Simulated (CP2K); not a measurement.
# CH7GaSn (SMILES [CH3][SnH2][GaH2]): PM3

What is the energy difference between two shapes of CH7GaSn at PM3? 

Program for the calculation: CP2K 2026.2.

4 further runs of the same task are left out: 1 that didn't finish, 3 set aside as unsound or not needed.

## 1. The structure to begin with

The species is CH7GaSn (10 atoms), meant as a singlet with charge 0. SMILES: `[CH3][SnH2][GaH2]`. Geometry: relaxed at PBE0-D4/def2-TZVP.

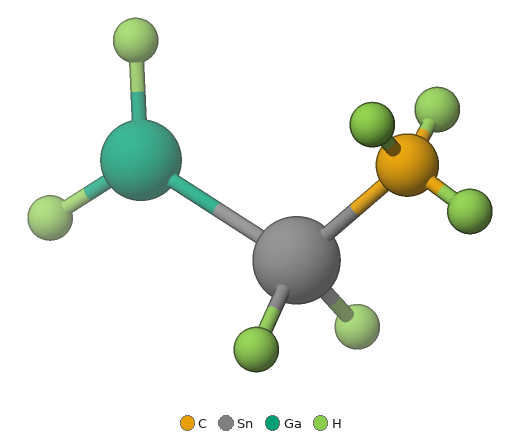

Viewed from a chosen angle; carbon amber, tin grey, gallium teal, hydrogen green.

## 2. Energy and gradient at PM3

Contents of calc.inp:

```
&GLOBAL
  PROJECT calc
  RUN_TYPE ENERGY_FORCE
  PRINT_LEVEL MEDIUM
&END

&FORCE_EVAL
  METHOD QUICKSTEP
  &DFT
    &QS
      METHOD PM3
      EPS_DEFAULT 1.0E-10
      &SE
        &COULOMB
          CUTOFF [angstrom] 50
          RC_RANGE [angstrom] 0
        &END
        &EXCHANGE
          CUTOFF [angstrom] 50
          RC_RANGE [angstrom] 0
        &END
      &END
    &END
    &POISSON
      PERIODIC NONE
      POISSON_SOLVER ANALYTIC
    &END
    &SCF
      SCF_GUESS ATOMIC
      EPS_SCF 1.0E-07
      MAX_SCF 80
      ADDED_MOS 4
      &DIAGONALIZATION
        ALGORITHM STANDARD
      &END
      &MIXING
        METHOD DIRECT_P_MIXING
        ALPHA 0.4
      &END
    &END
    &PRINT
      &MOMENTS
        PERIODIC F
        REFERENCE COM
        MAX_MOMENT 1
      &END
      &MO ON
        ENERGIES T
        OCCUPATION_NUMBERS T
        NDIGITS 6
        &EACH
          QS_SCF 0
        &END
        ADD_LAST NUMERIC
      &END
      &HIRSHFELD OFF
      &END
    &END
  &END
  &SUBSYS
    &CELL
      ABC 21.4 19.8 20.8
      PERIODIC NONE
    &END
    &COORD
      C      8.570700    10.724350     9.576550
      Sn    10.440600     9.671950     9.453650
      Ga    11.987900    10.011650    11.542550
      H      7.977700    10.532450     8.682150
      H      8.013000    10.391150    10.451950
      H      8.751400    11.796050     9.660550
      H     10.094100     8.003950     9.236750
      H     11.240800    10.179750     8.021850
      H     11.511700    10.865750    12.778150
      H     13.422300     9.365350    11.600350
    &END
  &END
  &PRINT
    &FORCES ON
    &END
  &END
&END
```

Run with:

```bash
$ OMP_NUM_THREADS=1 cp2k.psmp -i calc.inp -o calc.out
```

Output:

```text
CP2K| version string:                                       CP2K version 2026.2
[...]
 GLOBAL| Method name                                                        CP2K
[...]
 GLOBAL| Run type                                                   ENERGY_FORCE
[...]
                             - Atoms:                                         10
[...]
                             - Spherical basis functions:                     19
[...]
 Number of electrons:                                                         18
[...]
     1 P_Mix/Diag. 0.40E+00    0.0     0.83114149        -9.4431164702 -9.44E+00
[...]
    31 DIIS/Diag.  0.23E-07    0.0     0.00000009       -13.3988972996 -3.55E-15
  *** SCF run converged in    31 steps ***
  Core-core repulsion energy [eV]:                            692.57305613844744
  Core Hamiltonian energy [eV]:                              -505.43792839020057
  Two-electron integral energy [eV]:                        -1103.47533084276142
  Electronic energy [eV]:                                   -1057.17559381158117
  Total energy [eV]:                                         -364.60253767313384
  Atomic reference energy [eV]:                               368.15185411742993
  Heat of formation [kcal/mol]:                                81.84918811913242
[...]
 SE_DIPOLE| Moment [Debye]         -0.00819569      -0.35768512      -0.67698954
 SE_DIPOLE| Derivative [a.u.]       0.00000000       0.00000000       0.00000000
 ENERGY| Total FORCE_EVAL ( QS ) energy [hartree]            -13.398897299568503
 FORCES| Atomic forces [hartree/bohr]
 FORCES|   Atom     x               y               z               |f|
 FORCES|      1 -1.66157710E-02  1.09705418E-02  4.08337781E-03   2.03251225E-02
 FORCES|      2  1.65251867E-02 -4.99318181E-03  6.72443766E-03   1.85265140E-02
 FORCES|      3 -1.61062015E-02 -3.00621169E-03 -2.07157835E-02   2.64119428E-02
 FORCES|      4  3.80076138E-03 -2.77581856E-03 -1.36550954E-03   4.90056855E-03
 FORCES|      5  2.57355146E-03 -2.19700678E-03  4.70324324E-04   3.41631540E-03
 FORCES|      6  3.33369532E-03 -7.71245657E-04 -2.93867449E-04   3.43434163E-03
 FORCES|      7  2.03336912E-03  3.00905691E-03  1.88767968E-03   4.09296324E-03
 FORCES|      8 -2.29551317E-05 -7.83597946E-04  3.93575977E-03   4.01307334E-03
 FORCES|      9 -5.91353452E-03  6.63371484E-03  7.51981703E-03   1.16414652E-02
 FORCES|     10  1.03918981E-02 -6.08625107E-03 -2.24623582E-03   1.22506969E-02
 FORCES| Sum     3.22658567E-16 -1.68268177E-16 -3.53883589E-16
 FORCES| Total atomic force                                       5.07598586E-16
[...]
```

Run time: 0.32 s. Hardware: 1 thread of Arm Neoverse V1, shared host.

## 3. The distorted shape

Contents of qs.inp:

```
&GLOBAL
 PROJECT_NAME qs
 RUN_TYPE ENERGY_FORCE
 PRINT_LEVEL MEDIUM
&END
&FORCE_EVAL
 METHOD QS
 &DFT
  &QS
   METHOD PM3
   EPS_DEFAULT 1.0E-10
   &SE
    &COULOMB
     CUTOFF [angstrom] 50
     RC_RANGE [angstrom] 0
    &END
    &EXCHANGE
     CUTOFF [angstrom] 50
     RC_RANGE [angstrom] 0
    &END
   &END
  &END
  &POISSON
   PERIODIC NONE
   POISSON_SOLVER ANALYTIC
  &END
  &SCF
   SCF_GUESS ATOMIC
   EPS_SCF 1.0E-07
   MAX_SCF 80
   ADDED_MOS 4
   &DIAGONALIZATION
    ALGORITHM STANDARD
   &END
   &MIXING
    METHOD DIRECT_P_MIXING
    ALPHA 0.4
   &END
  &END
  &PRINT
   &MOMENTS
    PERIODIC F
    REFERENCE COM
    MAX_MOMENT 1
   &END
   &MO ON
    ENERGIES T
    OCCUPATION_NUMBERS T
    NDIGITS 6
    &EACH
     QS_SCF 0
    &END
    ADD_LAST NUMERIC
   &END
   &HIRSHFELD OFF
   &END
  &END
 &END
 &SUBSYS
  &CELL
   ABC 21.4 19.7 20.7
   PERIODIC NONE
  &END
  &COORD
   C      8.648241    10.705918     9.611905
   Sn    10.527080     9.679850     9.329250
   Ga    11.995294    10.047994    11.471216
   H      8.006960    10.501884     8.734068
   H      8.111105    10.358168    10.471318
   H      8.796575    11.681772     9.635808
   H     10.171570     8.018228     9.175686
   H     11.353966    10.210594     7.991028
   H     11.613131    10.932236    12.708972
   H     13.393040     9.507754    11.532102
  &END
 &END
 &PRINT
  &FORCES ON
  &END
 &END
&END
```

Run with:

```bash
$ OMP_NUM_THREADS=1 cp2k.psmp qs.inp > qs.out
```

Output:

```text
CP2K| version string:                                       CP2K version 2026.2
[...]
 GLOBAL| Method name                                                        CP2K
[...]
 GLOBAL| Run type                                                   ENERGY_FORCE
[...]
                             - Atoms:                                         10
[...]
                             - Spherical basis functions:                     19
[...]
 Number of electrons:                                                         18
[...]
     1 P_Mix/Diag. 0.40E+00    0.0     0.82966449        -9.3758661978 -9.38E+00
[...]
    34 DIIS/Diag.  0.30E-07    0.0     0.00000006       -13.3845796457 -3.55E-14
  *** SCF run converged in    34 steps ***
  Core-core repulsion energy [eV]:                            700.89172890122870
  Core Hamiltonian energy [eV]:                              -505.76412342464994
  Two-electron integral energy [eV]:                        -1118.68107994668276
  Electronic energy [eV]:                                   -1065.10466339799132
  Total energy [eV]:                                         -364.21293449676261
  Atomic reference energy [eV]:                               368.15185411742993
  Heat of formation [kcal/mol]:                                90.83365151513753
[...]
 SE_DIPOLE| Moment [Debye]          0.29765242      -0.27135972      -0.65161927
 SE_DIPOLE| Derivative [a.u.]       0.00000000       0.00000000       0.00000000
 ENERGY| Total FORCE_EVAL ( QS ) energy [hartree]            -13.384579645662161
 FORCES| Atomic forces [hartree/bohr]
 FORCES|   Atom     x               y               z               |f|
 FORCES|      1 -2.95312173E-02 -6.85266311E-02 -2.32719856E-02   7.81637849E-02
 FORCES|      2  3.90589370E-03 -7.86748185E-03  2.98477011E-02   3.11133177E-02
 FORCES|      3 -4.21426196E-02  7.03339636E-03 -2.59295008E-02   4.99780758E-02
 FORCES|      4  6.11298364E-03 -5.28628961E-03  1.02609268E-03   8.14655098E-03
 FORCES|      5 -1.09988521E-03 -7.97904332E-03  1.47996336E-02   1.68494520E-02
 FORCES|      6  1.92602868E-02  8.76634192E-02  6.75800831E-03   9.00083573E-02
 FORCES|      7  1.91774521E-03 -6.71278816E-04  1.49085215E-04   2.03729927E-03
 FORCES|      8  8.51651498E-03  5.69383293E-03 -1.29111033E-02   1.64817277E-02
 FORCES|      9 -8.36659008E-03  8.62000004E-03  1.04071484E-02   1.58938028E-02
 FORCES|     10  4.14268878E-02 -1.86799239E-02 -8.75079671E-04   4.54520886E-02
 FORCES| Sum     1.04083409E-16 -2.28983499E-16  4.33680869E-17
 FORCES| Total atomic force                                       2.55240259E-16
[...]
```

Run time: 0.32 s. Hardware: 1 thread of Arm Neoverse V1, shared host.

## 4. Results

At PM3:

```
                                                  quantity          value
                                 first shape: total energy   -13.39890 Eh
                                first shape: dipole moment         0.77 D
                                  first shape: HOMO energy      -10.01 eV
                                  first shape: LUMO energy       -3.27 eV
                                first shape: HOMO–LUMO gap        6.74 eV
    first shape: heat of formation at this unrelaxed shape  81.8 kcal/mol
                     first shape: largest force on an atom     1.358 eV/Å
                             distorted shape: total energy   -13.38458 Eh
                            distorted shape: dipole moment         0.77 D
                              distorted shape: HOMO energy       -9.99 eV
                              distorted shape: LUMO energy       -3.38 eV
                            distorted shape: HOMO–LUMO gap        6.61 eV
distorted shape: heat of formation at this unrelaxed shape  90.8 kcal/mol
                 distorted shape: largest force on an atom     4.628 eV/Å
                    energy change with the atoms displaced       0.390 eV
```

**Reading.** With the atoms displaced the energy rises by 0.39 eV (9.0 kcal/mol). The first shape isn't relaxed at this level, so the change isn't measured from a minimum. The largest force (first shape) is 1.36 eV/Å: the shape isn't a stationary point for this species at this level.
